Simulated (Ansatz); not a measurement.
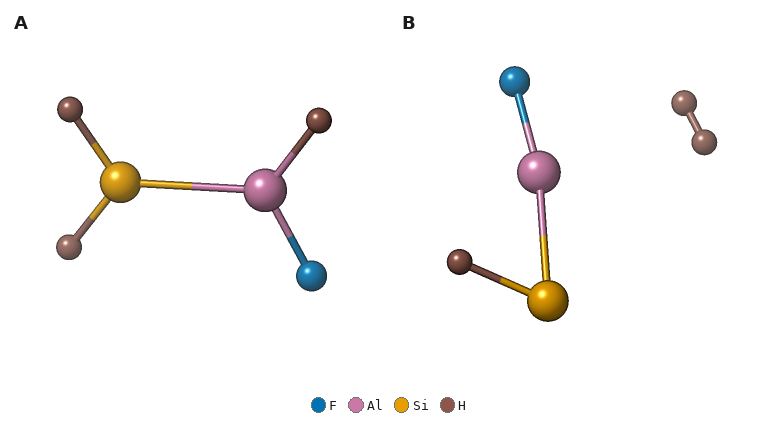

2 stationary structures of one formula. State: neutral, doublet. Geometries: PBE0-D4/def2-TZVP. Electronic energies: UHF-CCSD(T) (frozen core)/def2-TZVPP (Ansatz 0.2.0), without zero-point energy. No frequency run is at hand to confirm each as a minimum.

> Which structure is the most stable?

A is lowest (Cs); B lies 137.6 kJ/mol above it (Cs).

Give E(B) − E(A) in kJ/mol at these levels too: ωB97M-V/def2-TZVPP; PBE0-D4/def2-TZVP; PBE-D4/def2-TZVPP; r2SCAN-D4/def2-TZVPP; B3LYP-D4/def2-TZVPP; UHF-CCSD(T) (frozen core)/def2-TZVPP; PBE0-D4/def2-TZVPP.

```tsv
level	E(B) − E(A) (kJ/mol)
ωB97M-V/def2-TZVPP	+131.4
PBE0-D4/def2-TZVP	+136.2
PBE-D4/def2-TZVPP	+114.9
r2SCAN-D4/def2-TZVPP	+139.7
B3LYP-D4/def2-TZVPP	+131.9
UHF-CCSD(T) (frozen core)/def2-TZVPP	+137.6
PBE0-D4/def2-TZVPP	+135.9
```
